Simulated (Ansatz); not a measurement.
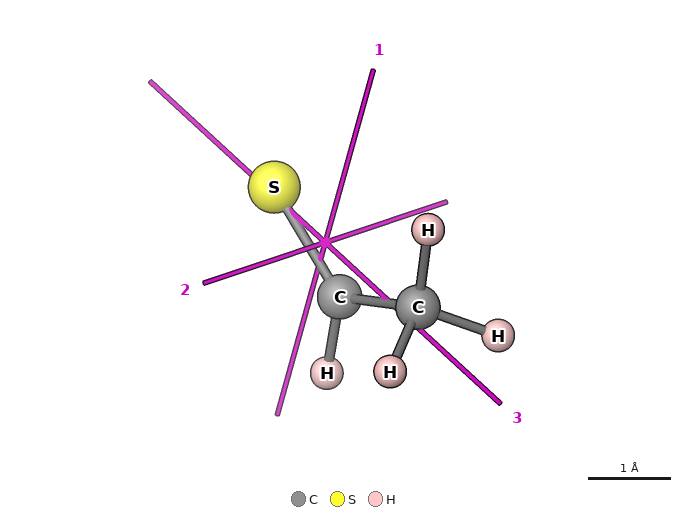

The three principal axes of inertia are drawn and numbered. Depth is shown by fading: the farther an atom, the more it takes the colour of the background. The geometry was computed by an optimisation with PBE-D4/def2-SVP. No frequency run is at hand to confirm it as a minimum. Masses are those of the most abundant isotopes; constants are for the rigid equilibrium geometry.

Q: Which line is the a axis (least moment of inertia), which b and which c?

A: a is line 3, b is line 1, c is line 2; the moments are 10.4, 89.3, 96.6 u Å².

Q: Classify the rotor and give the rotational constants (GHz).

A: An asymmetric top (Cs): A = 48.4, B = 5.66, C = 5.23 GHz. Ray's parameter κ is −0.98, close to the prolate limit.
